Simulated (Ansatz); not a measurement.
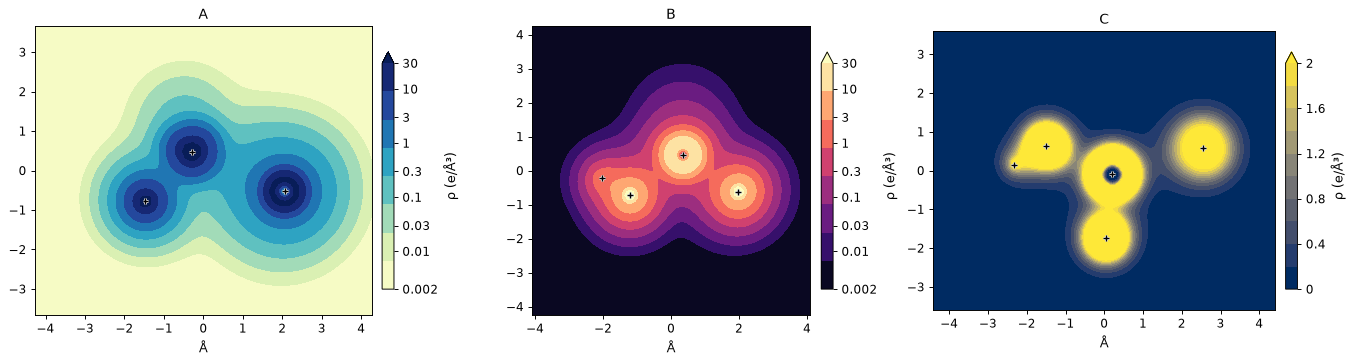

The electron density of 3 systems, each on a plane through atoms (crosses mark nuclei in the plane).

The calculation used Ansatz, isolated molecule in a Gaussian basis; Kohn-Sham density functional theory, functional PBE0.

System 1: ClH₃O₃Sn, the plane of atoms O3, Sn5 and O4. Geometry: PBE0-D4/def2-SVP; core potentials replace the inner electrons of Sn.

```xyz
8

Cl    0.3024    1.3503   -1.9850
O    -0.9255    1.0575    1.3029
O     1.7662   -0.5169    0.6242
O    -1.0207   -1.5663   -0.5198
Sn    0.0197    0.0313   -0.0718
H    -1.7574    1.4205    0.9734
H     2.3186    0.2420    0.8511
H    -0.6111   -2.0755   -1.2307
```

System 2: F₃ITi, the plane of atoms F2, Ti5 and I4. Geometry: PBE0-D4/def2-SVP; core potentials replace the inner electrons of I.

```xyz
5

F    -0.8592   -0.5639    1.4461
F     1.6962   -0.5006    0.2967
F    -0.5329   -1.1404   -1.2772
I    -0.2840    2.3028   -0.5343
Ti    0.0299   -0.1715    0.0273
```

System 3: ClH₃MoO₄ (SMILES [O]=[Mo]([OH])([OH])([OH])[Cl]), the plane of atoms Cl1, Mo2 and O5. Geometry: PBE0-D4/def2-SVP; core potentials replace the inner electrons of Mo.

```xyz
9

Cl   -2.6560    2.6419    0.9712
Mo   -1.4310    0.8888   -0.2095
O    -2.4222   -0.3429   -0.6816
O    -1.7273    2.1376   -1.5573
O     0.2903    0.4832   -0.7600
O    -1.1235    0.4513    1.5732
H    -2.1296    3.0002   -1.3865
H     0.5567   -0.3126   -1.2377
H    -1.4178    1.0123    2.3038
```

Which map belongs to which system?

Panel A is system 2, F₃ITi: the plane holds F, I and Ti. Ti–F (1.72 Å): ρ is about 1.2 e/Å³ halfway. Panel B is system 1, ClH₃O₃Sn: the plane holds O, Sn and H. Sn–O (1.96 Å): the density is about 0.85 e/Å³ at the midpoint. Panel C is system 3, ClH₃MoO₄: the plane holds Cl, Mo, O and H. Mo–O (1.65 Å): ρ is about 2.1 e/Å³ halfway.
